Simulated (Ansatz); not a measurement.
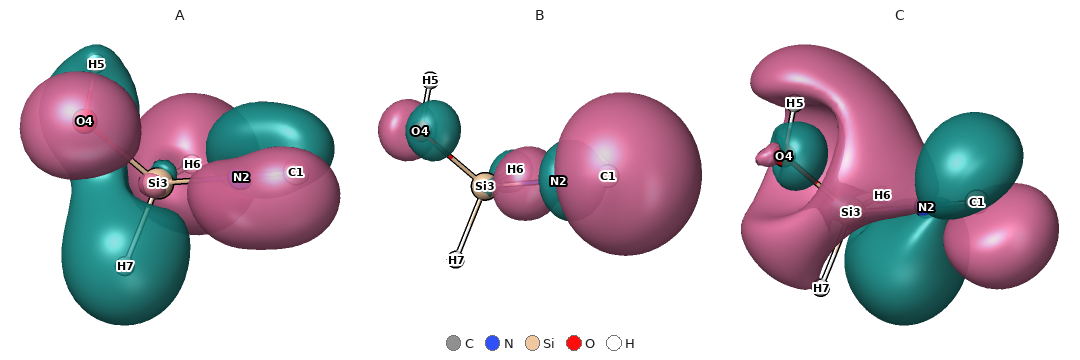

Figure 1: CH$_{3}$NOSi. Three frontier orbitals at ±0.08 Å⁻³ᐟ² (teal and pink are the two phases), in no order.

Method: Ansatz 0.2.0, RKS B3LYP/6-31G*.

```xyz
7

C     0.0240   -2.1694   -0.5532
N     0.0692   -1.0643   -0.1304
Si    0.1207    0.5774    0.4816
O    -0.0258    1.6648   -0.7491
H    -0.8544    1.6730   -1.2482
H    -0.9806    0.6593    1.4683
H     1.4471    0.7952    1.0826
```

Question: Order the three orbitals by energy and name them.

Answer: A is the HOMO−1 (−9.12 eV). It lies mainly on O4 (about 25 %), Si3 (about 20 %), H6 (about 20 %), N2 (about 15 %), H7 (about 10 %) and C1 (about 10 %). B is the HOMO (−8.37 eV). It lies mainly on C1 (about 80 %) and N2 (about 10 %). C is the LUMO (−0.62 eV). It lies mainly on C1 (about 35 %), Si3 (about 30 %), N2 (about 15 %), O4 (about 10 %) and H5 (about 5 %).

Question: What is the HOMO–LUMO gap?

Answer: 7.75 eV between the orbital energies.
